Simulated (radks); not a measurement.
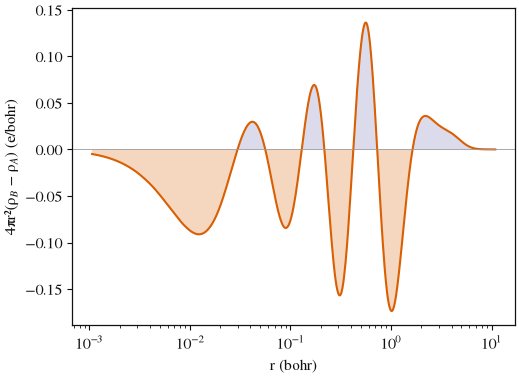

The neutral silver atom in [Kr] 4d10 5s1 (high spin) was computed by two methods: exchange-only LDA; revPBE. Both runs are scalar-relativistic, spin-polarised and spherical. Computed with the in-house radial solver radks.

The plot shows the radial density of run B less that of run A; on the logarithmic r axis, areas aren't charges.

A is revPBE and B is exchange-only LDA.

### How do the two densities differ?

B holds 0.11 electrons more than A where the difference is positive (most at r = 0.56 bohr) and as many fewer where it is negative (most at r = 1.0 bohr), out of 47 electrons.
